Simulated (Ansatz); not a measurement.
# H4O2Si2 (SMILES O=[Si](O)[SiH3]): what the fields show

```xyz
8

O     1.2356   -1.5895    1.3487
Si    0.8312   -0.3958    0.4497
O     1.9217    0.7036   -0.1608
Si   -1.3646    0.0539   -0.2809
H     1.5464    1.4301   -0.6922
H    -1.5604   -0.6223   -1.6106
H    -2.3435   -0.4795    0.7218
H    -1.5532    1.5364   -0.4662
```

The calculation used RKS PBE-D4/def2-SVP in Ansatz 0.2.0.

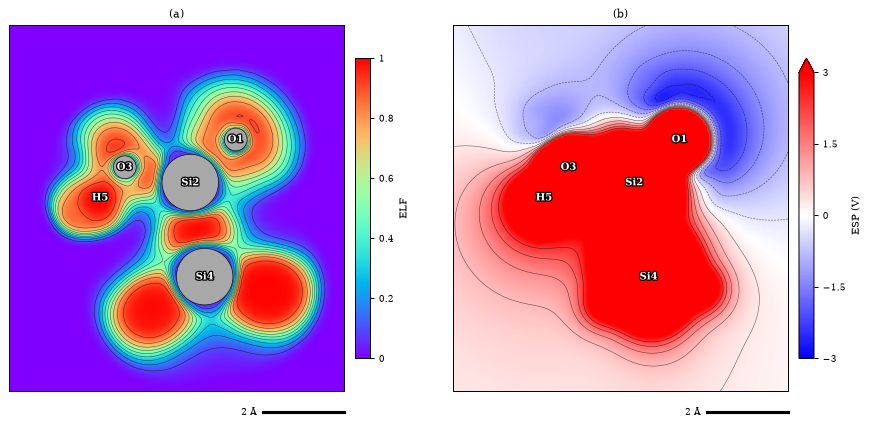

Figure 1. (a) electron localisation function; (b) molecular electrostatic potential on the plane of atoms O1, Si2 and O3. Grey discs cover the atomic cores in the ELF map.

Question: Read the bonding off the picture.

Answer:
- Atoms in the plane: O, Si and H.
- Si–O (1.55 Å): the ELF peaks at about 0.80 between the atoms; a shared but strongly polarised pair.
- Si–Si (2.36 Å): the ELF peaks at about 1 between the atoms (localised, covalent bonding).
- O–H (0.98 Å): the ELF climbs to about 1 towards the hydrogen, as it does in any bond to H (an ordinary covalent bond to hydrogen).
- Si–O (1.66 Å): the ELF peaks at about 0.85 between the atoms: a polar covalent bond.
- The ELF also peaks beside O3 and O1, away from the bonds: lone-pair regions.
- Outside the dense part of the molecule the potential is most negative (−2.7 V) near O1.

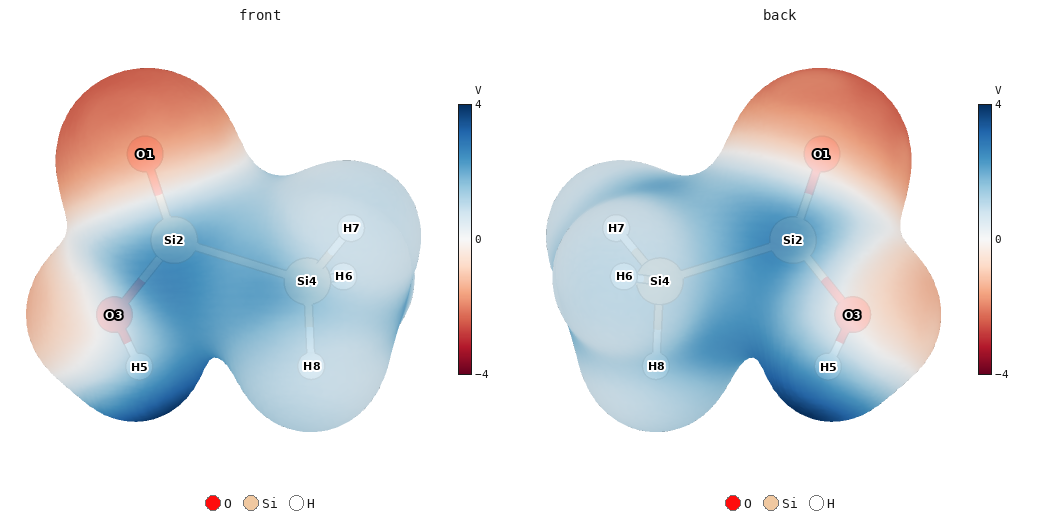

Figure 2. The electrostatic potential painted on the density surface at 0.004 e/bohr³, seen from the front and from behind; the colour scale runs from red (negative) to blue (positive).

Question: Which sites attract a positive test charge, and which a negative one?

Answer: A positive charge is drawn to the negative regions and a negative charge to the positive ones. The most negative region (about −2.4 V) lies over O1, the most positive (about +3.9 V) over H5. O1 is the likeliest acceptor of a hydrogen bond.

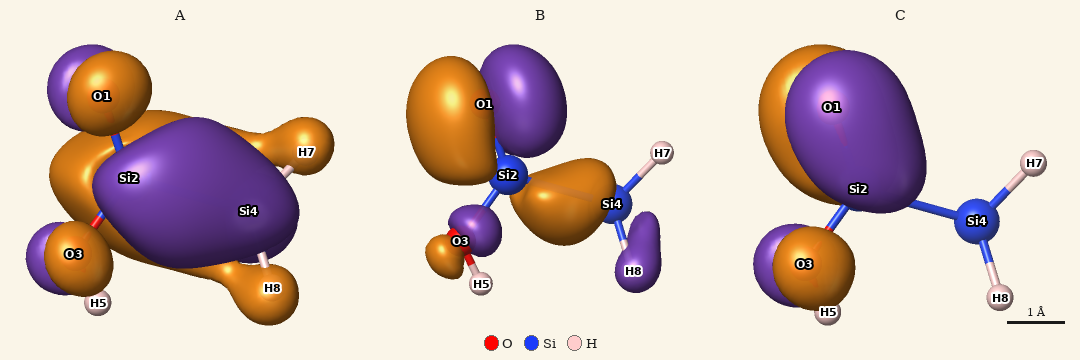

Figure 3. Three frontier orbitals at ±0.08 Å⁻³ᐟ² (orange and purple are the two phases), in no order.

Question: Which picture is the HOMO−1, the HOMO and the LUMO?

Answer: C is the HOMO−1 (−6.90 eV). Its weight (Hirshfeld) is mainly on O1 (about 70 %), Si2 (about 20 %) and O3 (about 10 %). B is the HOMO (−6.28 eV). Its weight (Hirshfeld) is mainly on O1 (about 70 %) and Si4 (about 5 %); largely a lone pair of O1. A is the LUMO (−2.34 eV). It lies mainly on Si2 (about 45 %), Si4 (about 20 %), O1 (about 15 %) and O3 (about 10 %).

Question: What is the HOMO–LUMO gap?

Answer: 3.94 eV between the orbital energies.

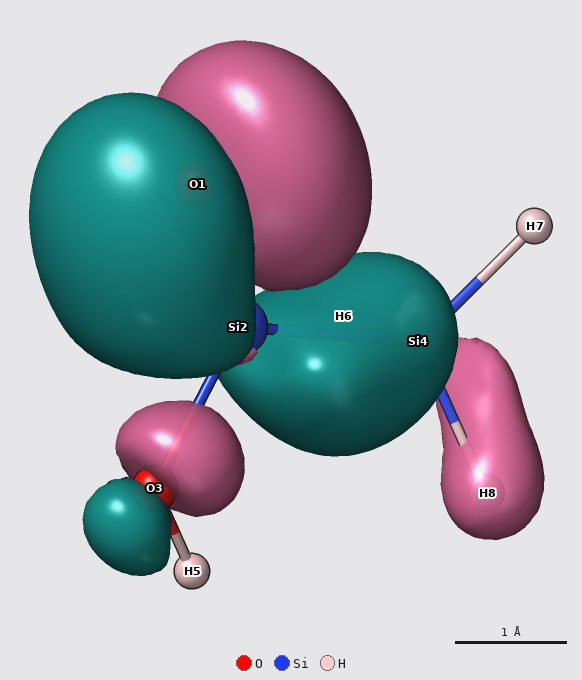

Figure 4. One frontier orbital at ±0.08 Å⁻³ᐟ² (teal and pink are the two phases), seen at an oblique angle.

Question: Which orbital is it: HOMO or LUMO?

Answer: The HOMO, at −6.28 eV. By Hirshfeld shares it lies mainly on O1 (about 70 %) and Si4 (about 5 %); largely a lone pair of O1.
